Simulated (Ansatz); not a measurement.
**A hypothetical structure for NaCr**

This structure for NaCr is made up. Its elements were placed in a known structure type with a cell scaled to their sizes. What cell does the guess relax to, and how far off was it?

Method: DFT, PBEsol, plane-wave PAW, files of the set soft_1, scalar-relativistic, ferromagnetic start, cell and ions relaxed at zero pressure; PAW set soft_1, in Ansatz 0.2.0.

In doubt: warnings of the run leave room for a lower electronic state, so energies may not be the lowest and differences between runs may mislead.

### 1. Set-up

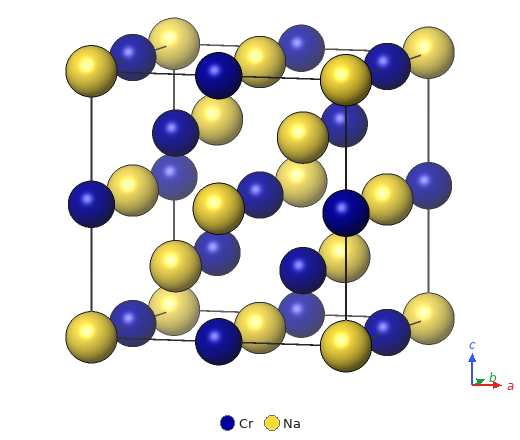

Start, viewed slightly off an axis; chromium blue, sodium yellow. This picture shows the conventional cell, with its axes. Some periodic images of atoms are drawn too.

### 2. Relaxation of the guess

The guessed cell has no reason to be at equilibrium. It is relaxed with the atoms, within the space group of the guess.

Input file input.yaml:

```yaml
crystal:
  lattice:
    - [0.0, 3.378, 3.378]
    - [3.378, 0.0, 3.378]
    - [3.378, 3.378, 0.0]
  atoms:
    - { symbol: Cr, position: [0.25, 0.25, 0.25], spin: 3.0 }
    - { symbol: Cr, position: [0.0, 0.0, 0.0], spin: 3.0 }
    - { symbol: Na, position: [0.5, 0.5, 0.5] }
    - { symbol: Na, position: [0.75, 0.75, 0.75] }
magnetization:
  spin_polarized: true
kpoints:
  mp_grid: { grid: [7, 7, 7] }
scf:
  occupations: { method: fermi_dirac, width: 0.05 }
hamiltonian:
  xc: pbesol
  pseudopotentials: { kind: paw, azcp: { folder: soft_1 }, xc_functional: pbe }
relax:
  f_tol: 0.015
  max_steps: 70
  cell: {}
output:
  forces: true
  stress: true
```

Started as:

```bash
$ ansatz run input.yaml --threads 4 --pin off --max-ram 8192MiB --backend cpu --events-out ev --progress --plain --runs-dir out
```

Numbers of over 12 decimals in the logs are rounded to 6 here.

The program printed:

```text
Engine: ansatz 0.2.0, aarch64-unknown-linux-gnu
Pseudopotentials: kind: paw
Pseudopotential: Cr, paw, valence charge 14, recommended cutoff 420 eV (normal), soft_1/Cr.paw.azcp
Pseudopotential: Na, paw, valence charge 9, recommended cutoff 420 eV (normal), soft_1/Na.paw.azcp
Functional definition: PBEsol
  exchange = pbesol_x
  correlation = pbesol_c
Crystal: 4 atoms, lattice volume = 77.092 Å³
Basis set: ecut = 420 eV, 1459 PW (Γ), exchange–correlation on 64×64×64 points (8 copies of the dense FFT grid, shifted against one another)
Bands: 32, of which v1, the nominal top of the filled ones, is band 23 counted from 1 (22 counted from 0)
Symmetry: 48 space group operations
Space group: Fd-3m (ITA 227), of the structure as read, at distance tolerance 4.3e-5 Å
Magnetic group: BNS 227.128 (UNI 1630), of the structure as read, at distance tolerance 4.3e-5 Å
k-points: 20 of 343
Non-local potential: Cr, projectors of the file, l = 0: 3, l = 1: 2, l = 2: 3, l = 3: 1
Non-local potential: Na, projectors of the file, l = 0: 3, l = 1: 2, l = 2: 1
PAW form: soft (Blöchl's): semilocal exchange-correlation on the pseudo side does not see the compensation charge
PAW frozen core: Cr, regenerated for the run's functional, and the local potential with it (the file was generated under x = pbe(κ = 0.804, μ = 0.219515), c = pbe(β = 0.066725))
PAW frozen core: Na, regenerated for the run's functional, and the local potential with it (the file was generated under x = pbe(κ = 0.804, μ = 0.219515), c = pbe(β = 0.066725))
PAW one-centre angular grid: Cr, 590 points (default); XC on 64 Gauss nodes
PAW one-centre angular grid: Na, 110 points (default); XC on 64 Gauss nodes
Initial density: superposition of atomic densities (chi_scale 0.1, normalization cell)
Starting moments: Σ|m| = 6 μB on 2 of 4 sites
Initial wavefunctions: pseudopotential atomic-orbital guess
Functional: x = pbesol(κ = 0.804, μ = 0.123457), c = pbesol(β = 0.046)
SCF iter   1: F=—  HF=-9644.557566 eV  |F-HF|=—  |Δ(HF+E_count)|=         —  Δρ=4.68e-2 (↑4.68e-2 ↓4.44e-2)  dr2=6.85e0  dr2_m=1.76e-2  M=6.272 μB ∫|m|=6.302 μB  β_m=0.30  ethr=3.10e-3  ⟨swp⟩=5.3  Hψ=4330  notcnv=0  defer=3
Mixer restart at iter 1: flushing history
preconditioner: auto → Kerker (q_TF=auto, 2.503 Å⁻¹)  [metal: Δε(μ)=0.020 eV  Ē_g=4.079 eV  σ=0.050 eV  W_gap=0.10  n_scr=14 (ndim 8)  ℏωp=15.8 eV  f_vac=0.000  D(μ)=7.15/eV (n_scr^D=88)]
spin=Collinear: Kerker preconditioning applied to the charge; magnetization (m = ρ↑ − ρ↓) channel mixes plain (no charge-response kernel on spin).
SCF iter   2: F=—  HF=-9644.275695 eV  |F-HF|=—  |Δ(HF+E_count)|=   2.82e-1  Δρ=3.09e-2 (↑1.20e-2 ↓3.09e-2)  dr2=1.55e0  dr2_m=1.15e-1  M=6.516 μB ∫|m|=6.553 μB  β_m=0.41  ethr=3.10e-3  ⟨swp⟩=2.1  Hψ=2554  notcnv=0  defer=46
SCF iter   3: F=—  HF=-9644.214950 eV  |F-HF|=—  |Δ(HF+E_count)|=   6.07e-2  Δρ=2.02e-2 (↑2.01e-2 ↓2.02e-2)  dr2=1.19e-1  dr2_m=2.53e-1  M=6.939 μB ∫|m|=6.987 μB  β_m=0.40  ethr=3.10e-3  ⟨swp⟩=2.0  Hψ=1889  notcnv=0  defer=47
SCF iter   4: F=—  HF=-9645.052746 eV  |F-HF|=—  |Δ(HF+E_count)|=         —  Δρ=4.93e-2 (↑4.93e-2 ↓3.49e-2)  dr2=1.42e-1  dr2_m=1.24e0  M=8.855 μB ∫|m|=8.888 μB  β_m=1.00  ethr=2.59e-4  ⟨swp⟩=2.0  Hψ=2026  notcnv=0  defer=46
Mixer restart at iter 4: flushing history
SCF iter   5: F=—  HF=-9644.854570 eV  |F-HF|=—  |Δ(HF+E_count)|=   1.98e-1  Δρ=8.78e-3 (↑8.78e-3 ↓2.58e-3)  dr2=2.53e-2  dr2_m=1.55e-2  M=8.898 μB ∫|m|=8.934 μB  β_m=0.70  ethr=1.09e-4  ⟨swp⟩=2.6  Hψ=2836  notcnv=0  defer=45
SCF iter   6: F=—  HF=-9644.831354 eV  |F-HF|=—  |Δ(HF+E_count)|=   2.32e-2  Δρ=8.04e-3 (↑8.04e-3 ↓1.28e-3)  dr2=5.29e-2  dr2_m=1.24e-2  M=9.070 μB ∫|m|=9.105 μB  β_m=0.57  ethr=5.49e-5  ⟨swp⟩=2.0  Hψ=2628  notcnv=0  defer=45
SCF iter   7: F=—  HF=-9644.826594 eV  |F-HF|=—  |Δ(HF+E_count)|=   4.76e-3  Δρ=1.44e-3 (↑1.44e-3 ↓8.79e-4)  dr2=5.23e-3  dr2_m=3.69e-4  M=9.023 μB ∫|m|=9.060 μB  β_m=0.78  ethr=5.49e-5  ⟨swp⟩=2.1  Hψ=2272  notcnv=0  defer=45
SCF iter   8: F=—  HF=-9644.826492 eV  |F-HF|=—  |Δ(HF+E_count)|=   1.02e-4  Δρ=1.19e-3 (↑1.19e-3 ↓2.37e-4)  dr2=7.36e-4  dr2_m=2.81e-4  M=9.035 μB ∫|m|=9.071 μB  β_m=0.89  ethr=1.14e-5  ⟨swp⟩=2.0  Hψ=1809  notcnv=0  defer=45
SCF iter   9: F=—  HF=-9644.826748 eV  |F-HF|=—  |Δ(HF+E_count)|=   2.56e-4  Δρ=1.44e-4 (↑1.44e-4 ↓6.98e-5)  dr2=4.36e-5  dr2_m=5.18e-6  M=9.044 μB ∫|m|=9.080 μB  β_m=0.95  ethr=1.60e-6  ⟨swp⟩=2.5  Hψ=2034  notcnv=0  defer=45
SCF iter  10: F=—  HF=-9644.826740 eV  |F-HF|=—  |Δ(HF+E_count)|=   8.42e-6  Δρ=3.43e-5 (↑3.43e-5 ↓3.18e-5)  dr2=3.79e-6  dr2_m=1.91e-8  M=9.044 μB ∫|m|=9.080 μB  β_m=0.90  ethr=9.48e-8  ⟨swp⟩=2.4  Hψ=1818  notcnv=0  defer=45
SCF iter  11: F=—  HF=-9644.826739 eV  |F-HF|=—  |Δ(HF+E_count)|=   1.18e-6  Δρ=2.20e-5 (↑2.20e-5 ↓1.27e-5)  dr2=4.28e-7  dr2_m=1.48e-7  M=9.044 μB ∫|m|=9.080 μB  β_m=0.95  ethr=8.24e-9  ⟨swp⟩=2.0  Hψ=2070  notcnv=0  defer=45
SCF iter  12: F=—  HF=-9644.826739 eV  |F-HF|=—  |Δ(HF+E_count)|=   5.34e-8  Δρ=3.68e-6 (↑3.68e-6 ↓3.47e-6)  dr2=2.86e-8  dr2_m=3.46e-9  M=9.044 μB ∫|m|=9.080 μB  β_m=0.97  ethr=9.31e-10  ⟨swp⟩=2.0  Hψ=1795  notcnv=0  defer=45
SCF iter  13: F=-9644.826739 eV  HF=-9644.826739 eV  |F-HF|=1.38e-9  |Δ(HF+E_count)|=   2.28e-9  Δρ=9.84e-7 (↑9.84e-7 ↓5.84e-7)  dr2=2.27e-9  dr2_m=1.35e-10  M=9.044 μB ∫|m|=9.080 μB  ethr=6.22e-11  ⟨swp⟩=1.5  Hψ=3662  notcnv=0
SCF 1 converged in 13 iterations: F = -9644.826739 eV  dr2 = 2.27e-9
  greatest PAW one-centre occupation: 1.000 electrons in one spin orbital (limit 2), on the Cr atom at site 1 (counted from 0), in its partial waves of l = 0
relax step   1: F+E_penalty+E_count = -9644.82673865 eV  Δ(F+E_penalty+E_count) = +0.000e0 eV  max|allowed force component| = 1.467e-17 eV/Å  Δτ_max = 0.0000 Å  P = +7.133 GPa  Ω = 77.092 Å³  (13 SCF iters, dr2 threshold 1.00e-7 eV, accepted)
Crystal: 4 atoms, lattice volume = 88.832 Å³
Basis set: ecut = 420 eV, 1807 PW (Γ), exchange–correlation on 64×64×64 points (8 copies of the dense FFT grid, shifted against one another)
Initial density: handed on by an earlier stage of this run
Starting moments: Σ|m| = 6 μB on 2 of 4 sites; this step starts from the density that it was given
Initial wavefunctions: those handed on with the density
iter 1 solved again at ethr=5.17e-4 eV; its pass at ethr=3.10e-3 eV (dr2=2.38e-1 eV) is discarded
SCF iter   1: F=—  HF=-9645.186132 eV  |F-HF|=—  |Δ(HF+E_count)|=         —  Δρ=1.80e-2 (↑1.80e-2 ↓4.28e-3)  dr2=2.42e-1  dr2_m=9.39e-2  M=9.631 μB ∫|m|=9.665 μB  β_m=0.30  ethr=5.17e-4  ⟨swp⟩=1.1  Hψ=6177  notcnv=0
[...]
SCF iter   5: F=—  HF=-9645.150284 eV  |F-HF|=—  |Δ(HF+E_count)|=   7.26e-5  Δρ=6.45e-5 (↑6.45e-5 ↓3.53e-5)  dr2=3.57e-6  dr2_m=1.36e-6  M=9.552 μB ∫|m|=9.575 μB  β_m=0.77  ethr=1.52e-8  ⟨swp⟩=2.6  Hψ=2168  notcnv=0  defer=3
SCF iter   6: F=—  HF=-9645.150298 eV  |F-HF|=—  |Δ(HF+E_count)|=   1.36e-5  Δρ=2.03e-5 (↑2.03e-5 ↓7.60e-6)  dr2=5.27e-7  dr2_m=1.12e-7  M=9.551 μB ∫|m|=9.574 μB  β_m=0.77  ethr=7.77e-9  ⟨swp⟩=2.0  Hψ=2050  notcnv=0  defer=3
SCF iter   7: F=—  HF=-9645.150300 eV  |F-HF|=—  |Δ(HF+E_count)|=   1.95e-6  Δρ=8.22e-6 (↑8.22e-6 ↓2.69e-6)  dr2=8.81e-8  dr2_m=1.71e-8  M=9.550 μB ∫|m|=9.573 μB  β_m=0.88  ethr=1.15e-9  ⟨swp⟩=2.5  Hψ=1971  notcnv=0  defer=3
SCF iter   8: F=-9645.150300 eV  HF=-9645.150300 eV  |F-HF|=3.14e-8  |Δ(HF+E_count)|=   4.59e-7  Δρ=5.30e-6 (↑5.30e-6 ↓6.25e-7)  dr2=3.58e-8  dr2_m=5.74e-9  M=9.550 μB ∫|m|=9.573 μB  ethr=1.92e-10  ⟨swp⟩=2.0  Hψ=3847  notcnv=0
SCF 3 converged in 8 iterations: F = -9645.150300 eV  dr2 = 3.58e-8
relax step   3: F+E_penalty+E_count = -9645.15030039 eV  Δ(F+E_penalty+E_count) = -2.244e-2 eV  max|allowed force component| = 5.248e-17 eV/Å  Δτ_max = 0.0000 Å  P = +0.269 GPa  Ω = 92.856 Å³  energy of the carried Pulay correction = -1.289e-3 eV  (8 SCF iters, dr2 threshold 4.00e-7 eV, accepted)
[...]
relax step   4: F+E_penalty+E_count = -9645.15099976 eV  Δ(F+E_penalty+E_count) = -6.994e-4 eV  max|allowed force component| = 5.725e-17 eV/Å  Δτ_max = 0.0000 Å  P = +0.014 GPa  Ω = 93.725 Å³  energy of the carried Pulay correction = -1.353e-3 eV  (7 SCF iters, dr2 threshold 1.81e-7 eV, accepted)
[...]
relax step   5: F+E_penalty+E_count = -9645.15638318 eV  Δ(F+E_penalty+E_count) = -5.383e-3 eV  max|allowed force component| = 4.467e-17 eV/Å  Δτ_max = 0.0000 Å  P = +0.162 GPa  Ω = 93.725 Å³  stress off target by 1.62e-1 GPa  SCF on the basis re-selected at this cell (its energy is not comparable with the rows above)  (11 SCF iters)
[...]
relax step   6: F+E_penalty+E_count = -9645.15665930 eV  Δ(F+E_penalty+E_count) = -2.761e-4 eV  max|allowed force component| = 3.339e-17 eV/Å  Δτ_max = 0.0000 Å  P = +0.022 GPa  Ω = 94.270 Å³  energy of the carried Pulay correction = -3.583e-5 eV  (7 SCF iters, dr2 threshold 6.59e-8 eV, accepted)
iter 1 solved again at ethr=9.27e-9 eV; its pass at ethr=3.10e-3 eV (dr2=4.27e-6 eV) is discarded
SCF iter   1: F=—  HF=-9645.156705 eV  |F-HF|=—  |Δ(HF+E_count)|=         —  Δρ=3.33e-6 (↑1.29e-6 ↓3.33e-6)  dr2=1.90e-9  dr2_m=2.16e-9  M=9.583 μB ∫|m|=9.605 μB  β_m=0.65  ethr=9.27e-9  ⟨swp⟩=4.3  Hψ=8605  notcnv=0
preconditioner: auto → none  [metal: Δε(μ)=0.060 eV  Ē_g=4.266 eV  σ=0.050 eV  W_gap=0.29  n_scr=8 (ndim 8)  ℏωp=14.3 eV  f_vac=0.000  D(μ)=2.33/eV (n_scr^D=14)]
SCF iter   2: F=—  HF=-9645.156705 eV  |F-HF|=—  |Δ(HF+E_count)|=   3.27e-7  Δρ=1.11e-6 (↑5.31e-7 ↓1.11e-6)  dr2=2.08e-10  dr2_m=3.33e-10  M=9.583 μB ∫|m|=9.605 μB  β_m=0.59  ethr=4.13e-12  ⟨swp⟩=2.5  Hψ=2236  notcnv=0
SCF iter   3: F=—  HF=-9645.156705 eV  |F-HF|=—  |Δ(HF+E_count)|=   1.97e-9  Δρ=4.51e-7 (↑4.51e-7 ↓2.49e-7)  dr2=2.79e-10  dr2_m=5.31e-11  M=9.583 μB ∫|m|=9.605 μB  β_m=0.57  ethr=1.00e-12  ⟨swp⟩=2.2  Hψ=1853  notcnv=0
SCF iter   4: F=—  HF=-9645.156705 eV  |F-HF|=—  |Δ(HF+E_count)|=  6.53e-10  Δρ=1.47e-7 (↑1.47e-7 ↓9.83e-8)  dr2=2.21e-11  dr2_m=7.28e-12  M=9.583 μB ∫|m|=9.605 μB  β_m=0.74  ethr=1.00e-12  ⟨swp⟩=2.0  Hψ=1573  notcnv=0
SCF iter   5: F=—  HF=-9645.156705 eV  |F-HF|=—  |Δ(HF+E_count)|=  3.35e-10  Δρ=1.90e-7 (↑1.90e-7 ↓4.16e-8)  dr2=4.05e-11  dr2_m=8.05e-12  M=9.583 μB ∫|m|=9.605 μB  β_m=0.73  ethr=1.00e-12  ⟨swp⟩=1.6  Hψ=1322  notcnv=0
SCF iter   6: F=—  HF=-9645.156705 eV  |F-HF|=—  |Δ(HF+E_count)|=  9.64e-11  Δρ=3.97e-8 (↑3.97e-8 ↓1.49e-8)  dr2=1.49e-12  dr2_m=4.81e-13  M=9.583 μB ∫|m|=9.605 μB  β_m=0.86  ethr=1.00e-12  ⟨swp⟩=1.6  Hψ=1444  notcnv=0
SCF iter   7: F=-9645.156705 eV  HF=-9645.156705 eV  |F-HF|=0.00e0  |Δ(HF+E_count)|=  1.27e-11  Δρ=3.26e-8 (↑3.26e-8 ↓3.95e-9)  dr2=1.28e-12  dr2_m=2.07e-13  M=9.583 μB ∫|m|=9.605 μB  ethr=1.00e-12  ⟨swp⟩=2.3  Hψ=3494  notcnv=0
SCF 7 converged in 7 iterations: F = -9645.156705 eV  dr2 = 1.28e-12
relax step   7: F+E_penalty+E_count = -9645.15670469 eV  Δ(F+E_penalty+E_count) = -4.539e-5 eV  max|allowed force component| = 2.732e-17 eV/Å  Δτ_max = 0.0000 Å  P = +0.021 GPa  Ω = 94.270 Å³  stress off target by 2.08e-2 GPa  SCF on the basis re-selected at this cell (its energy is not comparable with the rows above)  (7 SCF iters)
basis re-selected at this cell: Δ(F+E_penalty+E_count) = -4.539e-5 eV, ΔP = -0.001 GPa vs the last step (what re-selecting the basis moved, of the pressure what is left beyond the Pulay correction that the steps carried, after the strain that the cell walked since its last selection, with what the two solves' SCF thresholds leave and, on support functions, any second-order correction that the steps lacked; it is no m [...]
WARN: an SCF from antiferromagnetic starting moments (-4.08, 4.08, 0.00, 0.00 Bohr magnetons, atom by atom) was not made, by what the run has read of turns of its moments that order reads lower: the deck asks for what bars it, or types moments that do (magnetization.spin_polarized, in the input reference, names some of the keys), or the run goes by scf.lower_state_search: light, the default, which as a rule tries one only behind a close that has lost an order of both signs, or on which an open d or half-filled 4f shell of a PAW file has lost a moment that was set nearer to Hund's than to what is left; [rest of the remark cut]
SCF converged after 7 iterations
Magnetization: 9.5832 μB (27.7916 up, 18.2084 down)
Absolute magnetization: 9.6064 μB (∫|ρ↑−ρ↓|, with the PAW one-centre terms)
Spin contamination: 0.0926 ħ² per cell (⟨S²⟩ above its minimum at these occupations)
Per-site moments (μB) at R_I (Å): [(4.261958, 1.290435), (4.261958, 1.290435), (0.026392, 1.290435), (0.026392, 1.290435)]
Free energy (F): -9645.156705 eV
Harris-Foulkes:  -9645.156705 eV  (|F-HF|=0.00e0)
Internal energy: -9645.137569 eV  (E = F + TS)
E sigma→0 (E₀):  -9645.147137 eV
Entropy (-TS):   -0.019136 eV (-4.784 meV/atom)
Fermi energy:    5.945986 eV
--- Per-component energies (eV) ---
  E_band       = -1025.065374
  E_kinetic    = 825.253985
  E_local      = -6527.063668  (includes V_loc(G=0)·N_el)
  E_nonlocal   = 666.280671
  E_hartree    = 2573.355591
  E_xc         = -293.810142
  E_vxc        = -376.198796  (∫ρ·V_xc dr)
  E_paw        = -2965.383608  (= ΣΔE_a)
  E_vpaw       = -760.050445  (= ΣTr[D̂ρ^β])
  E_aug_tail   = 0.001791  (compensation charges beyond the density's cutoff)
  E_ewald      = -3924.201576
  E_core_change = 0.429387  (= ΣΔE_core)
  E_smearing   = -0.019136  (= −TS)
  E_closure    = 0.000000  (closes the sum)
  Σ components = -9645.156705   (vs F -9645.156705, Δ=0.00e0)
--- Forces (eV/Å), atoms counted from 1 ---
  atom   1  Cr    -0.00000000     0.00000000    -0.00000000
  atom   2  Cr     0.00000000    -0.00000000     0.00000000
  atom   3  Na    -0.00000000     0.00000000    -0.00000000
  atom   4  Na     0.00000000    -0.00000000     0.00000000
  max |Σ_I F_I| component: 2.02e-17 eV/Å
--- Stress (GPa, compression-positive) ---
        0.020753      -0.000000       0.000000
       -0.000000       0.020753       0.000000
        0.000000       0.000000       0.020753
  P = ⅓ Tr σ = 0.0208 GPa (0.208 kbar)
--- Relaxed structure (5 steps of the walk, 5 accepted, 2 SCFs on fresh bases) ---
  F+E_penalty+E_count = -9645.15670469 eV   max|allowed force component| = 2.732e-17 eV/Å   (the final SCF, on the basis selected at the relaxed cell)
  cell:  # Å, volume = 94.2704 Å³
    - [0, 3.612283, 3.612283]
    - [3.612283, 0, 3.612283]
    - [3.612283, 3.612283, 0]
  atoms:
    - { symbol: Cr, position: [0.25, 0.250000, 0.25] }
    - { symbol: Cr, position: [0, 0, 0] }
    - { symbol: Na, position: [0.5, 0.500000, 0.5] }
    - { symbol: Na, position: [0.750000, 0.750000, 0.75] }
```

Elapsed: 14 s, on 4 threads of Arm Neoverse V1, shared host; peak memory 0.45 GiB.

Step by step:

| step | energy less that of the first step (eV) | largest force component (eV/Å) | pressure (GPa) | volume (Å³) |
| --- | --- | --- | --- | --- |
| 1 | 0.0000 | 0.0000 | 7.13 | 77.09 |
| 2 | -0.3011 | 0.0000 | 1.58 | 88.83 |
| 3 | -0.3236 | 0.0000 | 0.27 | 92.86 |
| 4 | -0.3243 | 0.0000 | 0.01 | 93.73 |
| 5* | -0.3296 | 0.0000 | 0.16 | 93.73 |
| 6 | -0.3299 | 0.0000 | 0.02 | 94.27 |
| 7* | -0.3300 | 0.0000 | 0.02 | 94.27 |

Relaxation steps marked * repeat the geometry before them on a plane-wave basis chosen anew for their cell, so energy and pressure can jump there.

The run keeps the 48 symmetry operations that it works with, so distortions that break them were not tested.

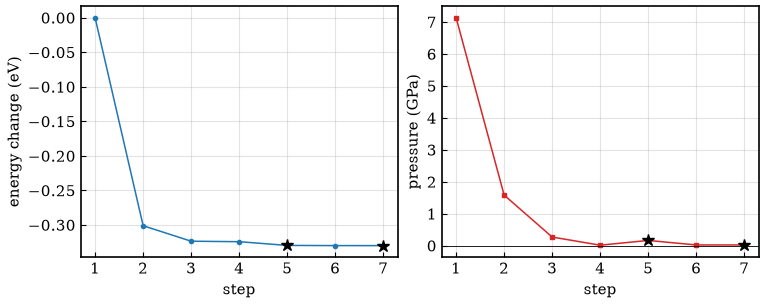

Energy and pressure along the relaxation. Stars mark steps on a basis chosen anew.

| conventional cell, symmetrised | before | after | change |
| --- | --- | --- | --- |
| a (Å) | 6.756 | 7.225 | +6.9 % |
| b (Å) | 6.756 | 7.225 | +6.9 % |
| c (Å) | 6.756 | 7.225 | +6.9 % |
| volume (Å³/atom) | 19.27 | 23.57 | +22.3 % |

Final coordinates:

```xyz
4
Lattice="0.0000 3.6123 3.6123 3.6123 0.0000 3.6123 3.6123 3.6123 0.0000" Properties=species:S:1:pos:R:3 pbc="T T T"
Cr    1.8061    1.8061    1.8061
Cr    0.0000    0.0000    0.0000
Na    3.6123    3.6123    3.6123
Na    5.4184    5.4184    5.4184
```

This step gave:

| Property | Result |
| --- | --- |
| free energy | -9645.1567 eV |
| energy at zero smearing | -9645.1471 eV |
| smearing term TS | 0.01914 eV |
| Fermi energy | 5.946 eV |
| magnetization | 9.583 μB |
| absolute magnetization | 9.606 μB |
| site moments | 4.262, 4.262, 0.02639, 0.02639 μB |
| electrons | 46 |
| symmetry operations | 48 |
| pressure | 0.02075 GPa |

Site moment by atom:

| atom | site moment (μB) |
| --- | --- |
| Cr1 | 4.26 |
| Cr2 | 4.26 |
| Na3 | 0.03 |
| Na4 | 0.03 |

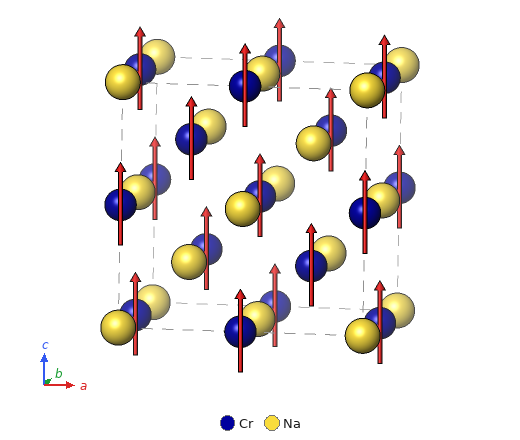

Site moment as arrows, the longest 4.26 μB. Up and down stand for the sign. Arrows give size and sign along the axis of quantisation, drawn up and down the page. Some periodic images of atoms are drawn too.

The shortest distance of each pair, which need not be the same contact before and after:

| pair | guess (Å) | relaxed (Å) |
| --- | --- | --- |
| Cr–Cr | 2.925 | 3.128 |
| Cr–Na | 2.925 | 3.128 |
| Na–Na | 2.925 | 3.128 |

The relaxation ends with a pressure of 0.02 GPa.

### 3. What came out

| Property | Result |
| --- | --- |
| space group, relaxed | Fd-3m |
| conventional cell | a = 7.225, b = 7.225, c = 7.225 Å; α = 90.0°, β = 90.0°, γ = 90.0° |
| volume per atom | 23.57 Å³ (guess 19.27) |
| total moment | 9.58 μB in the cell of 4 atoms |

**Reading.** NaCr relaxes to Fd-3m with a = 7.225, b = 7.225 and c = 7.225 Å. The guessed volume was 18 % too small. The space group Fd-3m was held in the relaxation, so the end point is a stationary structure within it and may be a saddle against distortions or other arrangements. The input starts from parallel moments, and no other start was typed. The electronic state may lie above the lowest one. Mesh and cutoff weren't tested. No dispersion term is used, so weakly bound directions may come out too long. The program estimates, without running it, that another magnetic order lies lower than the one relaxed here. Nothing here tests whether the compound is stable against decomposition.

[Logs are printed without paths, hosts, clocks, repeated set-up lines and the standing remarks that a program may print on its own settings, such as how far it seeks lower states.]

[Hosts, paths, dates, database ids (printed as entryN), source tags and the programs' standing remarks are cut or masked in the printed files.]
